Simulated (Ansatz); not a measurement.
## Hypothetical rock salt SbP: response to strain

The parent structure is SbP in the rock salt structure (space group Fm-3m, No. 225; a = 5.634 Å; a hypothetical phase, not in the database extracts checked; relaxed with 0.1 eV smearing).

Strains are applied to the cell and any free atomic positions relax.

Calculations: Ansatz (an electronic-structure program), PBE, PAW, cutoff 420 eV, no spin-orbit coupling.

Notes on the quantities. energy relative to the base: free energy F.

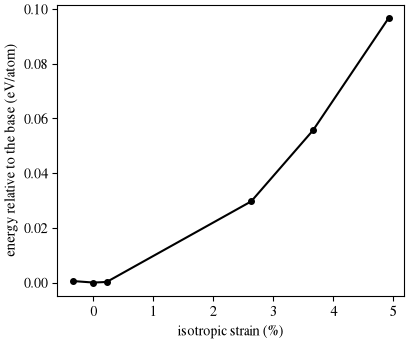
Figure. Energy relative to the base against isotropic strain

Q: From the plot, what is the energy relative to the base for isotropic strain +2.63 %?

A: About 0.030 eV/atom.

Q: Is the trend monotonic over the range shown?

A: No, it turns within the range, spanning 0 meV/atom to +97 meV/atom.

No phonon test of stability was made. The final runs are not spin-polarised.
